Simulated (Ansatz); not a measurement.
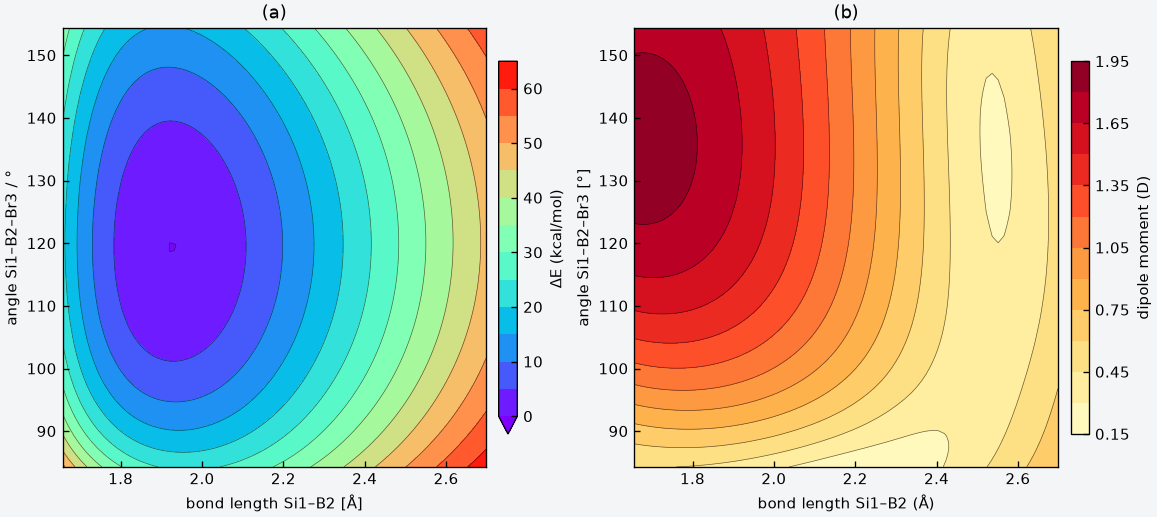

BBrH3Si, SMILES [SiH2]BBr, spin multiplicity 2. The first coordinate is: bond length Si1–B2; the second: angle Si1–B2–Br3. Nothing is relaxed (all other coordinates rigid). The grid has 13 × 13 points. Points are written as (first, second). Energies: kcal/mol, counted from the lowest grid point. These are results of UKS PBE0-D4/def2-TZVP (Ansatz 0.2.0), not measurements.

Panel (a) is the energy and panel (b) the computed dipole moment on the same grid.

Drawn: filled contours. Between grid points the surface is interpolated.

How does the dipole moment vary over the map, and what is it at the lowest grid point?

Answer. Leaving out the highest fifth of the energies, it runs from 0.16 D at (2.265 Å, 84.3°) to 1.88 D at (1.657 Å, 136.8°). At the lowest grid point, (1.918 Å, 119.3°), it is 1.57 D.

| angle Si1–B2–Br3 ↓, bond length Si1–B2 → | 1.657 | 1.744 | 1.831 | 1.918 | 2.004 | 2.091 | 2.178 | 2.265 | 2.351 | 2.438 | 2.525 | 2.611 | 2.698 |
| --- | --- | --- | --- | --- | --- | --- | --- | --- | --- | --- | --- | --- | --- |
| 154.3 | 1.75 | 1.75 | 1.69 | 1.59 | 1.45 | 1.27 | 1.07 | 0.86 | 0.64 | 0.44 | 0.34 | 0.41 | 0.60 |
| 148.5 | 1.82 | 1.80 | 1.73 | 1.62 | 1.47 | 1.29 | 1.08 | 0.86 | 0.63 | 0.42 | 0.31 | 0.38 | 0.57 |
| 142.7 | 1.86 | 1.84 | 1.76 | 1.65 | 1.49 | 1.30 | 1.09 | 0.86 | 0.63 | 0.42 | 0.29 | 0.36 | 0.55 |
| 136.8 | 1.88 | 1.86 | 1.78 | 1.66 | 1.50 | 1.31 | 1.10 | 0.87 | 0.64 | 0.42 | 0.28 | 0.34 | 0.53 |
| 131.0 | 1.87 | 1.85 | 1.77 | 1.65 | 1.49 | 1.31 | 1.10 | 0.87 | 0.65 | 0.43 | 0.29 | 0.33 | 0.51 |
| 125.2 | 1.82 | 1.81 | 1.74 | 1.62 | 1.47 | 1.29 | 1.09 | 0.87 | 0.65 | 0.44 | 0.30 | 0.33 | 0.50 |
| 119.3 | 1.74 | 1.73 | 1.67 | 1.57 | 1.43 | 1.25 | 1.06 | 0.85 | 0.64 | 0.44 | 0.31 | 0.34 | 0.50 |
| 113.5 | 1.62 | 1.62 | 1.57 | 1.48 | 1.35 | 1.19 | 1.01 | 0.82 | 0.62 | 0.44 | 0.32 | 0.36 | 0.51 |
| 107.7 | 1.45 | 1.47 | 1.44 | 1.36 | 1.25 | 1.10 | 0.94 | 0.76 | 0.58 | 0.42 | 0.34 | 0.39 | 0.53 |
| 101.8 | 1.24 | 1.27 | 1.25 | 1.19 | 1.10 | 0.97 | 0.83 | 0.67 | 0.52 | 0.39 | 0.35 | 0.42 | 0.57 |
| 96.0 | 0.98 | 1.02 | 1.02 | 0.98 | 0.90 | 0.80 | 0.68 | 0.55 | 0.43 | 0.35 | 0.36 | 0.46 | 0.61 |
| 90.2 | 0.70 | 0.74 | 0.74 | 0.71 | 0.65 | 0.56 | 0.47 | 0.37 | 0.31 | 0.31 | 0.39 | 0.51 | 0.66 |
| 84.3 | 0.46 | 0.45 | 0.43 | 0.39 | 0.33 | 0.25 | 0.18 | 0.16 | 0.22 | 0.33 | 0.45 | 0.58 | 0.72 |
